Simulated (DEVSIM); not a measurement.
Structure: illuminated Si n-on-p cell, one wavelength, at 300 K.

```tsv
layer (left to right)	material	thickness (μm)	Nd (cm⁻³)	Na (cm⁻³)	τn (s)	τp (s)	absorption coefficient (cm⁻¹)
1	Si	0.490	6.9e17	-	1.7e-7	1.2e-6	23000
2	Si	31.0	-	6.1e16	9.2e-6	9.2e-6	23000
```

Left contact: ohmic, minority hole recombination velocity 4000 cm/s. Right contact: ohmic, minority electron recombination velocity 5e5 cm/s. Voltage is applied to the left contact. Recombination: SRH at mid-gap, radiative, Auger. Gap narrowing is on: ΔEg = 6.92 meV × (l + √(l² + 0.5)), l = ln(N/1.3e17 cm⁻³), shared equally by both band edges. Light enters at the left, 1.2e18 photons cm⁻² s⁻¹, one pass, no reflection. Mobility is μmin + (μ − μmin)/(1 + (N/Nref)^α).

The device is made up for the run: typed textbook-type constants, with dimensions and the other settings drawn at random. Values at 300 K.

```
parameter           Si
-------------  -------
gap (eV)         1.124
affinity (eV)     4.05
permittivity      11.7
Nc (cm⁻³)      2.86e19
Nv (cm⁻³)       3.1e19
μn (cm²/Vs)       1417
μp (cm²/Vs)        470
μn,min              52
μp,min              45
Nref,n          9.7e16
Nref,p          2.2e17
αn                0.68
αp                0.72
B (cm³/s)      4.7e-15
Cn (cm⁶/s)     2.8e-31
Cp (cm⁶/s)     9.9e-32
```

DEVSIM, 1D drift-diffusion, Boltzmann statistics, complete ionisation; no tunnelling, impact ionisation, image-force lowering or self-heating.

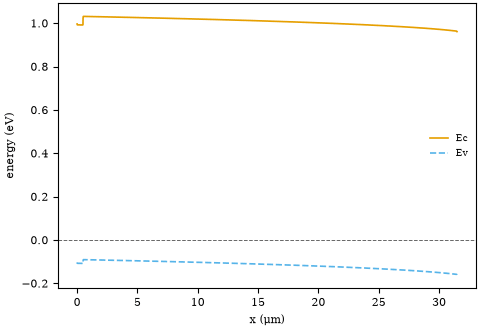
Fig. 1. Band edges at -0.9 V on the left contact, in the dark

Energies count from the Fermi level of the right contact; mesh points crowd at the junctions.

```csv
x (μm),Ec (eV),Ev (eV),n (cm⁻³),p (cm⁻³),field (V/cm)
0.000,0.996,-0.104,6.9e17,1.4e17,-8400
0.02698,0.992,-0.108,8.1e17,1.2e17,-30
0.08524,0.992,-0.108,8.1e17,1.2e17,-12
0.1983,0.992,-0.108,8.1e17,1.2e17,-12
0.3864,0.992,-0.108,8.1e17,1.2e17,-12
0.4519,0.992,-0.108,8.1e17,1.2e17,≈ 0
0.4856,0.996,-0.104,6.8e17,1.4e17,10000
0.5225,1.031,-0.091,1.8e17,2.4e17,150
0.5887,1.031,-0.091,1.8e17,2.4e17,-12
0.7322,1.031,-0.091,1.7e17,2.4e17,-12
1.067,1.030,-0.092,1.7e17,2.3e17,-12
2.202,1.029,-0.093,1.7e17,2.3e17,-12
4.231,1.027,-0.095,1.6e17,2.2e17,-13
8.634,1.021,-0.101,1.4e17,2.0e17,-14
21.19,0.999,-0.123,7.7e16,1.4e17,-22
26.94,0.983,-0.139,4.2e16,1.0e17,-33
29.41,0.974,-0.148,2.4e16,8.5e16,-44
30.58,0.968,-0.154,1.4e16,7.5e16,-54
31.18,0.965,-0.157,8.1e15,6.9e16,-62
31.36,0.964,-0.158,6.2e15,6.7e16,-66
31.45,0.963,-0.159,5.4e15,6.6e16,-140
31.49,0.961,-0.161,5.3e15,6.1e16,-1300
```
